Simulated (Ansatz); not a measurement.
**Co3HgP (Pm-3m): the Drude term of Re ε in the infrared**

Re ε of Co3HgP (Pm-3m) at low photon energies is read from one computed spectrum; the carriers' damping was typed as γ = 0.05 eV.

Cell: a, b, c = 4.175, 4.175, 4.175 Å (primitive vectors), 5 atoms.

Method: Ansatz 0.2.0, PBE, independent particles, k-mesh 8×8×8 with interpolation inside its cells, Gaussian parameter 0.2 eV.

Launch of the response step: `ansatz run input.yaml --threads 2 --pin off --max-ram 5120MiB --backend cpu --events-out ev --progress --plain --runs-dir out`. The run took 3.6 min, on 2 threads of Intel(R) Xeon(R) 6975P-C (Granite Rapids) (shared host).

| photon energy E (eV) | wavelength (µm) | Re ε |
| --- | --- | --- |
| 0.25 | 4.96 | -83.7 |
| 0.30 | 4.13 | -50.9 |
| 0.35 | 3.54 | -32.3 |
| 0.40 | 3.10 | -21.0 |
| 0.50 | 2.48 | ? |
| 0.60 | 2.07 | -6.4 |
| 0.70 | 1.77 | -6.7 |

A Drude term over a constant background gives Re ε = ε_b − ωp²/(E² + γ²), linear in 1/(E² + γ²).

Working, on the rows shown:

| x = 1/(E² + γ²) (eV⁻²) | y = Re ε |
| --- | --- |
| 15.3846 | -83.7 |
| 10.8108 | -50.9 |
| 8 | -32.3 |
| 6.15385 | -21 |
| 2.75862 | -6.4 |
| 2.03046 | -6.7 |

Means: x̄ = 7.5231, ȳ = -33.5. Σ(x − x̄)(y − ȳ) = -744.7, Σ(x − x̄)² = 127.6. Slope = -744.7 / 127.6 = -5.837; intercept = ȳ − slope · x̄ = 10.413. The line misses the rows shown by at most 5.3.

**Question.** Fill in the last column of the withheld row.

**Answer.** At x = 3.9604 the line gives y = -12.704. The run gave -9.7, so the interpolation is off by 3, 4 % of the range in the table.

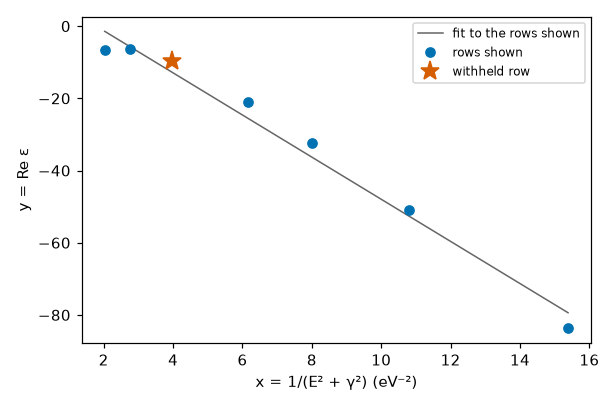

Refitted with all rows, the slope is -5.903 and the intercept 11.307. These give ωp = √(−slope) = 2.43 eV, against 3.06 eV from the program's Fermi-surface sum, and an intercept of 11.3. Taking the program's Drude term off the rows leaves 60 at the lowest energy and 12 at the highest, so the background isn't constant: interband transitions lie in or near the window, and neither fitted number can be trusted. The structure is a model and need not exist. The values come from a sum over the points of one k-mesh and carry its error, which is largest for Fermi-surface quantities. Spin-orbit coupling is left out.
